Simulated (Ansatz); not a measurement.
# CeO2 (Fm-3m): spin-orbit coupling beyond the local functionals

How far does spin-orbit coupling move the gap of CeO2 (Fm-3m)?

Main program and level: Ansatz 0.2.0; density functionals with and without spin-orbit coupling, plane waves, PAW.

**The experiments to reproduce.**

- Gap 3.27 eV: optical gap from UV-vis absorption, direct-gap analysis; UV-vis absorption; powder (synthesised powder, particles about 50-200 nm) (“Observation of Fast Low‐Temperature Oxygen Ion Conduction in CeO2/β"‐Al2O3 Heterostructure”, 2024, pmc:11425223).

- Gap 3.25 ± 0.05 eV: O 2p to Ce 4f charge-transfer optical gap from Tauc plot; diffuse reflectance, Tauc plot; powder (“Strengths of covalent bonds in LnO2 determined from O K-edge XANES spectra using a Hubbard model”, 2023, pmc:10646950).

- Gap 3.05 ± 0.22 eV: indirect optical gap from Tauc plot; spectroscopic ellipsometry; film (polycrystalline ALD film, about 24 nm, on TiN, about 18% Ce3+) on TiN (“Structural, Chemical and Optical Properties of Cerium Dioxide Film Prepared by Atomic Layer Deposition on TiN and Si Substrates”, 2017, arxiv:1705.04071).

- Gap 3.63 ± 0.18 eV: direct optical gap from Tauc plot; spectroscopic ellipsometry; film (polycrystalline ALD film, about 24 nm, on TiN, about 18% Ce3+) on TiN (“Structural, Chemical and Optical Properties of Cerium Dioxide Film Prepared by Atomic Layer Deposition on TiN and Si Substrates”, 2017, arxiv:1705.04071).

- Gap 3.54 ± 0.63 eV: direct optical gap from Tauc plot; spectroscopic ellipsometry; film (polycrystalline ALD film, about 24 nm, on Si, about 22% Ce3+) on Si (“Structural, Chemical and Optical Properties of Cerium Dioxide Film Prepared by Atomic Layer Deposition on TiN and Si Substrates”, 2017, arxiv:1705.04071).

In doubt: the elements are of a kind flagged for part-filled d or f shells, though by formal charges that shell is empty here, so the flag may not apply; the elements are of a kind flagged for part-filled d or f shells, though by formal charges that shell is empty here, so the flag may not apply.

## Step 1: Starting point

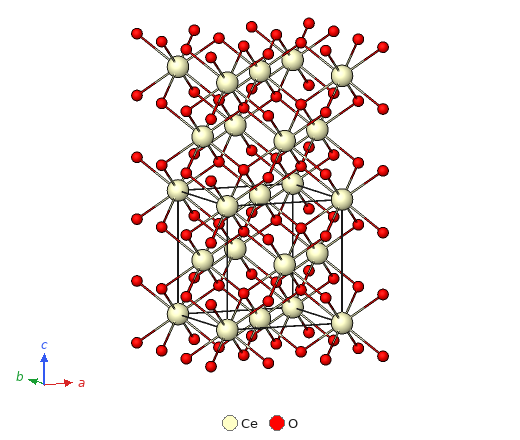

Start, viewed slightly off an axis; cerium light yellow, oxygen red. 1×1×2 cells are drawn. This picture shows the conventional cell, with its axes. Some periodic images of atoms are drawn too.

The cell and positions come from the Crystallography Open Database and are kept as given unless a step says otherwise. Spin-orbit coupling is left out unless a step names it.

## Step 2: HSE06, 4×4×4 mesh

This step: DFT, HSE06, plane waves, PAW; PAW set soft_1.

input.yaml

```yaml
crystal:
  lattice:
    - [0.0, 2.70365, 2.70365]
    - [2.70365, 0.0, 2.70365]
    - [2.70365, 2.70365, 0.0]
  atoms:
    - { symbol: Ce, position: [0.0, 0.0, 0.0] }
    - { symbol: O, position: [0.25, 0.25, 0.25] }
    - { symbol: O, position: [0.75, 0.75, 0.75] }
kpoints:
  mp_grid: { grid: [4, 4, 4] }
  band_path:
    path:
      - [0.0, 0.0, 0.0]
      - [0.5, 0.0, 0.5]
      - [0.625, 0.25, 0.625]
      - [0.375, 0.375, 0.75]
      - [0.5, 0.5, 0.5]
      - [0.5, 0.25, 0.75]
      - [0.2625, 0.2625, 0.525]
    npoints: 1
hamiltonian:
  xc: hse06
  pseudopotentials: { kind: paw, azcp: { folder: soft_1 } }
scf:
  occupations: { method: fixed }
  n_extra_bands: 5
output:
  eigenvalues: true
  write_density: true
  write_potential: true
  elf: true
  volumetric_format: npy
```

On the command line:

```sh
$ ansatz run input.yaml --threads 3 --pin off --max-ram 92160MiB --backend cuda --events-out ev --progress --plain --runs-dir out --devices 1 --max-vram 13GiB
```

Numbers of over 12 decimals in the logs are rounded to 6 here.

The log of the run:

```text
scf.n_extra_bands = 5 over 12 filled bands (N_el = 24.0): the run solves 17 bands
GPUs: using 1 of 1 available (devices: 1).
Engine: ansatz 0.2.0, x86_64-unknown-linux-gnu
Pseudopotentials: kind: paw
Pseudopotential: Ce, paw, valence charge 12, recommended cutoff 420 eV (normal), soft_1/Ce.paw.azcp
Pseudopotential: O, paw, valence charge 6, recommended cutoff 420 eV (normal), soft_1/O.paw.azcp
Functional definition: HSE06
  parameter a = 0.25
  parameter omega = 0.11/bohr
  exchange = pbe_x - a*pbe_x_sr(omega) + a*exact_x_sr(omega)
  correlation = pbe_c
davidson cushion auto → on  (no smearing: the cushion is to keep the highest requested band from converging to the state above it; pin scf.eigensolver.cushion to override)
device memory: the entry about to start is reckoned to put 0.8 GiB on a device that reports 53.5 GiB free (of which the cap on the GPU budget leaves the run 13.0 GiB)
GPU FFT provider: cuFFT
GPU libraries: cuBLAS 13.8.2, cuFFT 12.4.0, cuSOLVER 12.3.4
Crystal: 3 atoms, lattice volume = 39.526 Å³
Basis set: ecut = 420 eV, 749 PW (Γ)
Bands: 17, of which v1, the nominal top of the filled ones, is band 12 counted from 1 (11 counted from 0)
Symmetry: 48 space group operations
Space group: Fm-3m (ITA 225), of the structure as read, at distance tolerance 3.4e-5 Å
k-points: 8 of 64
Non-local potential: Ce, projectors of the file, l = 0: 3, l = 1: 2, l = 2: 2, l = 3: 3
Non-local potential: O, projectors of the file, l = 0: 2, l = 1: 2, l = 2: 1
PAW form: soft (Blöchl's): semilocal exchange-correlation on the pseudo side does not see the compensation charge
PAW frozen core: Ce, regenerated for the run's functional, and the local potential with it (the file was generated under x = pbe(κ = 0.804, μ = 0.219515), c = pbe(β = 0.066725))
PAW frozen core: O, regenerated for the run's functional, and the local potential with it (the file was generated under x = pbe(κ = 0.804, μ = 0.219515), c = pbe(β = 0.066725))
PAW one-centre angular grid: Ce, 590 points (default); XC on 64 Gauss nodes
PAW one-centre angular grid: O, 110 points (default); XC on 96 Gauss nodes
Initial density: superposition of atomic densities (chi_scale 0.1, normalization cell, long waves kept (reshape's long-wave potential 0.00 eV rms))
Initial wavefunctions: pseudopotential atomic-orbital guess
GPU buffer pool allocated for 19683 grid points (all kernels)
GPU transforms: local potential and band sums: pruned to the plane-wave sphere, on 25×25×25
Functional: x = pbe(κ = 0.804, μ = 0.219515), c = pbe(β = 0.066725), warm-up for x = pbe(κ = 0.804, μ = 0.219515) + 0.25 (exact − pbe) at short range (hse, ω = 0.207870 Å⁻¹), c = pbe(β = 0.066725); HSE06 as pw.x's `hse` composes it (authors' and Libxc's form: `xc: wpbeh`)
[...]
preconditioner: auto → none  [insulator: Δε(μ)=3.593 eV  Ē_g=12.719 eV  n_scr=14 (ndim 8)  ℏωp=27.7 eV  f_vac=0.040]
SCF iter   2: F=—  HF=-7718.910013 eV  |F-HF|=—  |Δ(HF+E_count)|=   5.45e-6  Δρ=8.15e-5  dr2=1.64e-6  ethr=3.49e-8  ⟨swp⟩=4.4  Hψ=528  notcnv=0
SCF iter   3: F=—  HF=-7718.910020 eV  |F-HF|=—  |Δ(HF+E_count)|=   6.93e-6  Δρ=8.98e-5  dr2=3.73e-6  ethr=4.75e-9  ⟨swp⟩=4.8  Hψ=505  notcnv=0
SCF iter   4: F=—  HF=-7718.910019 eV  |F-HF|=—  |Δ(HF+E_count)|=   1.03e-6  Δρ=3.19e-5  dr2=4.28e-7  ethr=4.75e-9  ⟨swp⟩=4.1  Hψ=471  notcnv=0
SCF iter   5: F=—  HF=-7718.910019 eV  |F-HF|=—  |Δ(HF+E_count)|=   7.08e-8  Δρ=1.33e-5  dr2=1.06e-7  ethr=1.70e-9  ⟨swp⟩=2.1  Hψ=305  notcnv=0
iter 6 solved again at ethr=1.00e-12 eV; its pass at ethr=3.58e-10 eV (dr2=1.80e-10 eV) is discarded
SCF iter   6: F=-7718.910019 eV  HF=-7718.910019 eV  |F-HF|=1.95e-10  |Δ(HF+E_count)|=   1.76e-8  Δρ=9.37e-7  dr2=2.65e-8  ethr=1.00e-12  ⟨swp⟩=5.0  Hψ=888  notcnv=0
SCF 3 converged in 6 iterations: F = -7718.910019 eV  dr2 = 2.65e-8
hybrid outer 2: dexx = +6.447e-6 eV, tail = 1.08e-7 eV, Δε = 8.98e-3 eV (about 2.50e-4 eV left of the loop's levels)
the search or the solves at the SCF's close seem to have found levels that the self-consistency loop had missed (the run counts 2). By its estimate they hold under 1e-12 electrons; where the run keeps them, the occupations were computed again with them
device memory: the entry about to start is reckoned to put 0.3 GiB on a device that reports 48.8 GiB free (of which the cap on the GPU budget leaves the run 13.0 GiB)
NSCF: frozen V_eff on 7 k-points
hybrid SCF converged: 2 outer / 13 inner (+5 warm-up), last move |dexx| = 6.45e-6 eV, tail = 1.08e-7 eV
Stability not checked: this state was not tested for a lower state beside it, because the functional holds exact exchange (a hybrid, or Hartree-Fock), whose exchange loop this test does not read (fock_operator; see scf.lower_state_search)
Free energy (F): -7718.910019 eV
Frozen-core exchange: fock
Harris-Foulkes:  -7718.910019 eV  (|F-HF|=1.95e-10)
Internal energy: -7718.910019 eV  (E = F + TS)
E sigma→0 (E₀):  -7718.910019 eV
Fermi energy:    10.032715 eV
--- Per-component energies (eV) ---
  E_band       = -20.780544
  E_kinetic    = 585.662172
  E_local      = -910.466792  (includes V_loc(G=0)·N_el)
  E_nonlocal   = 188.032096
  E_hartree    = 340.678148
  E_xc         = -238.354925
  E_vxc        = -289.444491  (∫ρ·V_xc dr)
  E_exx        = -63.892125  (= α·E_x^exact, valence–valence)
  E_paw        = -5889.759008  (= ΣΔE_a)
  E_vpaw       = -148.134927  (= ΣTr[D̂ρ^β])
  E_aug_tail   = 0.001508  (compensation charges beyond the density's cutoff)
  E_ewald      = -1730.615845
  E_core_change = -0.195248  (= ΣΔE_core)
  E_smearing   = -0.000000  (= −TS)
  E_closure    = -0.000000  (closes the sum)
  Σ components = -7718.910019   (vs F -7718.910019, Δ=-9.09e-13)
--- Band table (eV; the first three rows and the last of 8) ---
  k-point 0: bands = [... 8 lower, 5.6814, 9.4084, 9.4084, 9.4084, 14.1208, 14.1389, 14.1389, 14.1389, ... 1 higher]
  k-point 1: bands = [... 8 lower, 7.1435, 8.9441, 9.1927, 9.1927, 14.0339, 14.0339, 14.1280, 14.1446, ... 1 higher]
  k-point 2: bands = [... 8 lower, 8.5718, 8.6552, 9.1518, 9.1518, 13.6225, 13.9299, 13.9299, 14.1502, ... 1 higher]
  k-point 7: bands = [... 8 lower, 8.8174, 8.8174, 9.2499, 9.2576, 13.7224, 13.9179, 13.9179, 14.1981, ... 1 higher]
```

Wall time 13 s (1 × NVIDIA H100 80GB HBM3 (shared by 6 runs) with 3 threads of AMD EPYC 7R13 (Zen 3), shared host); peak memory 1 GiB; 14 s of CPU time.

Reading the cycles: dr2 is the Hartree energy of the density residual (eV), the measure of convergence; HF is the Harris–Foulkes estimate of the energy, which meets the free energy F at convergence.

This step gave:

```yaml
gap: 3.586 eV
valence_top_at: k = (0.263, 0.263, 0.525)
conduction_bottom_at: L
least_direct_gap: 3.748 eV
exact_exchange_fraction: 0.25
```

The gap is indirect, with the least direct gap 0.16 eV higher.

## Step 3: HSE06+SOC, 4×4×4 mesh

Spin-orbit coupling can split or shift the edges; a non-collinear run measures by how much.

This step: DFT, HSE06 with spin-orbit coupling, plane waves, PAW; PAW set soft_1.

input.yaml, the sections that differ from step 2:

```yaml
hamiltonian:
  xc: hse06
  pseudopotentials: { kind: paw_fr, azcp: { folder: soft_1 } }
scf:
  occupations: { method: fixed }
  n_extra_bands: 10
magnetization:
  noncollinear: true
  spin_orbit: true
output:
  eigenvalues: true
# crystal, kpoints: as in step 2
```

The log of the run:

```text
[...]
GPUs: using 1 of 1 available (devices: 1).
[...]
non-collinear run that drives no moment, with spin-orbit: no starting moment large enough to seed its density (crystal.atoms[].spin), no starting occupations that ask for one, no magnetisation constraint and no magnetic field, so the semilocal B_xc is pinned to zero
[...]
GPU FFT provider: cuFFT
GPU libraries: cuBLAS 13.8.2, cuFFT 12.4.0, cuSOLVER 12.3.4
Crystal: 3 atoms, lattice volume = 39.526 Å³
Basis set: ecut = 420 eV, 749 PW (Γ)
Bands: 34, of which v1, the nominal top of the filled ones, is band 24 counted from 1 (23 counted from 0)
Symmetry: 48 space group operations + 48 with time reversal
[...]
k-points: 8 of 64
Projection manifold: j_resolved (fully-relativistic pseudo-atomic orbitals)
[...]
GPU buffer pool allocated for 19683 grid points (all kernels)
[...]
SCF iter   1: F=—  HF=-7721.812776 eV  |F-HF|=—  |Δ(HF+E_count)|=         —  Δρ=4.67e-2  dr2=6.26e-1  dr2_m=0.00e0 (ungated)  ethr=1.00e-1  |M|=0.00e0 ∫|m|=0.00e0 μB  |m|>n=0.0e0 m-floor=0.0e0 τ_xc=0.0e0  β_m=0.30  ⟨swp⟩=2.5  Hψ=1074  notcnv=0
[...]
SCF iter   7: F=-7721.938930 eV  HF=-7721.939038 eV  |F-HF|=1.08e-4  |Δ(HF+E_count)|=   3.31e-3  Δρ=6.28e-4  dr2=1.33e-4  dr2_m=0.00e0 (ungated)  ethr=6.86e-6  |M|=0.00e0 ∫|m|=0.00e0 μB  |m|>n=0.0e0 m-floor=0.0e0 τ_xc=0.0e0  ⟨swp⟩=4.2  Hψ=925  notcnv=0
SCF 1 stopped early in 7 iterations: F = -7721.938930 eV  dr2 = 1.33e-4
[...]
GPU FFT provider: cuFFT
GPU libraries: cuBLAS 13.8.2, cuFFT 12.4.0, cuSOLVER 12.3.4
Projection manifold: j_resolved (fully-relativistic pseudo-atomic orbitals)
[...]
GPU buffer pool allocated for 19683 grid points (all kernels)
[...]
Frozen-core exchange: fock
SCF iter   1: F=—  HF=-7717.941888 eV  |F-HF|=—  |Δ(HF+E_count)|=         —  Δρ=5.33e-2  dr2=1.60e0  dr2_m=0.00e0 (ungated)  ethr=5.55e-6  |M|=0.00e0 ∫|m|=0.00e0 μB  |m|>n=0.0e0 m-floor=0.0e0 τ_xc=0.0e0  β_m=0.30  ⟨swp⟩=9.1  Hψ=1732  notcnv=0
[...]
SCF iter   9: F=-7717.544803 eV  HF=-7717.544824 eV  |F-HF|=2.11e-5  |Δ(HF+E_count)|=   1.03e-4  Δρ=2.15e-4  dr2=2.97e-5  dr2_m=0.00e0 (ungated)  ethr=1.40e-7  |M|=0.00e0 ∫|m|=0.00e0 μB  |m|>n=0.0e0 m-floor=0.0e0 τ_xc=0.0e0  ⟨swp⟩=4.0  Hψ=991  notcnv=0
SCF 2 stopped early in 9 iterations: F = -7717.544803 eV  dr2 = 2.97e-5
[...]
hybrid outer 1: dexx = +5.052e-2 eV, tail = 1.75e-4 eV
GPU FFT provider: cuFFT
GPU libraries: cuBLAS 13.8.2, cuFFT 12.4.0, cuSOLVER 12.3.4
Projection manifold: j_resolved (fully-relativistic pseudo-atomic orbitals)
GPU buffer pool allocated for 19683 grid points (all kernels)
[...]
Frozen-core exchange: fock
SCF iter   1: F=—  HF=-7717.544337 eV  |F-HF|=—  |Δ(HF+E_count)|=         —  Δρ=2.80e-4  dr2=3.34e-5  dr2_m=0.00e0 (ungated)  ethr=3.64e-6  |M|=0.00e0 ∫|m|=0.00e0 μB  |m|>n=0.0e0 m-floor=0.0e0 τ_xc=0.0e0  β_m=0.30  ⟨swp⟩=2.9  Hψ=622  notcnv=0
[...]
SCF iter   4: F=-7717.544344 eV  HF=-7717.544344 eV  |F-HF|=6.33e-9  |Δ(HF+E_count)|=   2.85e-6  Δρ=8.12e-6  dr2=4.59e-8  dr2_m=0.00e0 (ungated)  ethr=4.01e-11  |M|=0.00e0 ∫|m|=0.00e0 μB  |m|>n=0.0e0 m-floor=0.0e0 τ_xc=0.0e0  ⟨swp⟩=4.5  Hψ=1743  notcnv=0
SCF 3 converged in 4 iterations: F = -7717.544344 eV  dr2 = 4.59e-8
[...]
NSCF: frozen V_eff on 7 k-points
[...]
Magnetization: |M| = 0.0000 μB,  M = (+0.0000, +0.0000, +0.0000) μB
Absolute magnetization: 0.0000 μB (∫|m|)
  site 0: m = (+0.0000, +0.0000, +0.0000) μB, |m| = 0.0000 μB  (R = 0.97 Å)
  site 1: m = (+0.0000, +0.0000, +0.0000) μB, |m| = 0.0000 μB  (R = 0.97 Å)
  site 2: m = (+0.0000, +0.0000, +0.0000) μB, |m| = 0.0000 μB  (R = 0.97 Å)
Free energy (F): -7717.544344 eV
Frozen-core exchange: fock
[...]
Internal energy: -7717.544344 eV  (E = F + TS)
E sigma→0 (E₀):  -7717.544344 eV
Fermi energy:    10.025039 eV
[...]
--- Band table (eV; the first three rows and the last of 8) ---
  k-point 0: bands = [... 20 lower, 9.4286, 9.4286, 9.4286, 9.4286, 13.9441, 13.9441, 14.1387, 14.1387, ... 6 higher]
  k-point 1: bands = [... 20 lower, 9.1384, 9.1384, 9.2367, 9.2367, 13.8921, 13.8921, 14.0478, 14.0478, ... 6 higher]
  k-point 2: bands = [... 20 lower, 9.0758, 9.0758, 9.2406, 9.2406, 13.5601, 13.5601, 13.9382, 13.9382, ... 6 higher]
  k-point 7: bands = [... 20 lower, 9.2369, 9.2369, 9.2475, 9.2475, 13.6333, 13.6333, 13.8803, 13.8803, ... 6 higher]
```

Wall time 38 s (1 × NVIDIA H100 80GB HBM3 (shared by 6 runs) with 3 threads); peak memory 1.4 GiB; 68 s of CPU time.

This step gave:

- gap: 3.531 eV
- valence top at: k = (0.263, 0.263, 0.525)
- conduction bottom at: L
- least direct gap: 3.692 eV
- exact-exchange fraction: 0.25

The gap stands −0.06 eV against HSE06.

## Step 4: Together

Times are wall times on 1 × NVIDIA H100 80GB HBM3 (shared by 6 runs) with 3 threads of AMD EPYC 7R13 (Zen 3), shared host, good to a factor of about two.

```tsv
level	gap (eV)	with coupling (eV)	change (eV)	time	with coupling
HSE06	3.59	3.53	−0.06	13 s	38 s
```

## Step 5: Results

| Property | Result |
| --- | --- |
| HSE06 | 3.59 eV |
| HSE06+SOC | 3.53 eV |

Spin-orbit coupling changes the gap by −0.06 eV and the least direct gap by −0.06 eV. Against experiment, by HSE06+SOC: the direct gap of 3.69 eV lies +0.42 eV from the measured 3.27 eV (direct, 2024); the gap of 3.53 eV lies +0.28 eV from the measured 3.25 ± 0.05 eV (optical, 2023); the gap of 3.53 eV lies +0.48 eV from the measured 3.05 ± 0.22 eV (indirect, on TiN, 2017); the direct gap of 3.69 eV lies +0.06 eV from the measured 3.63 ± 0.18 eV (direct, on TiN, 2017); the direct gap of 3.69 eV lies +0.15 eV from the measured 3.54 ± 0.63 eV (direct, on Si, 2017). An exciton line or allowed optical edge lies below the quasiparticle gap by the binding energy; a forbidden edge can push the onset above it. The lattice is static and excitons are left out. The runs have no spin polarisation. For a closed low-spin shell that is the natural state; where a d or f shell is open it is a constraint, and the gap is then not the crystal's own.

[Paths, hosts, dates, memory and timing lines, banners, echoed tables and standing remarks are left out of the program output.]

[Logs are printed without paths, hosts, clocks, repeated set-up lines and the standing remarks that a program may print on its own settings, such as how far it seeks lower states.]

[Runs of the session that timed out or met a known fault of the program may be left out.]

[Cells called generated may have been cut or substituted from an entry of the Crystallography Open Database or the Materials Project.]

[Hosts, paths, dates, database ids (printed as entryN), source tags and the programs' standing remarks are cut or masked in the printed files.]
